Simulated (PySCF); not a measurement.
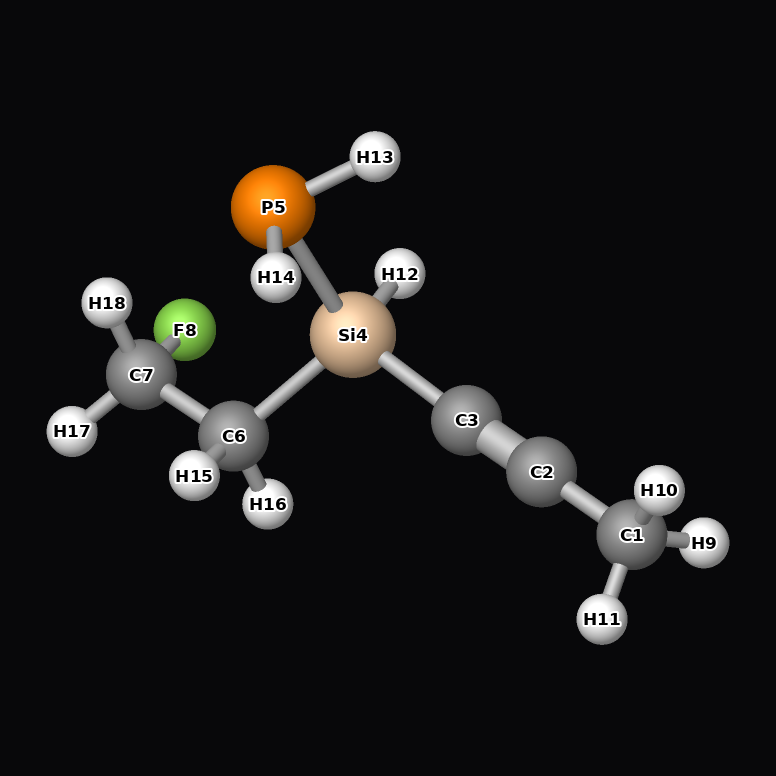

The thickness of each stick grows with its Mayer bond order. The geometry was computed by an optimisation with GFN2-xTB. No frequency run is at hand to confirm it as a minimum. Method: PBE0/pcSseg-1 (PySCF 2.14.0).

List the Mayer bond orders of C1–C2, C2–C3, C3–Si4, Si4–P5, Si4–C6, C6–C7, C7–F8 (bonds between heavy atoms, one of each equivalent set).

```
  bond  Mayer order  length (Å)
 C1–C2         1.18       1.444
 C2–C3         2.55       1.206
C3–Si4         0.98       1.849
Si4–P5         1.01       2.257
Si4–C6         0.88       1.916
 C6–C7         1.05       1.515
 C7–F8         0.87       1.377
```

The geometry is semi-empirical. Around P, Si such bond lengths and angles can be off by a tenth of an ångström or more and by several degrees, and values that hang on the shape move with them.
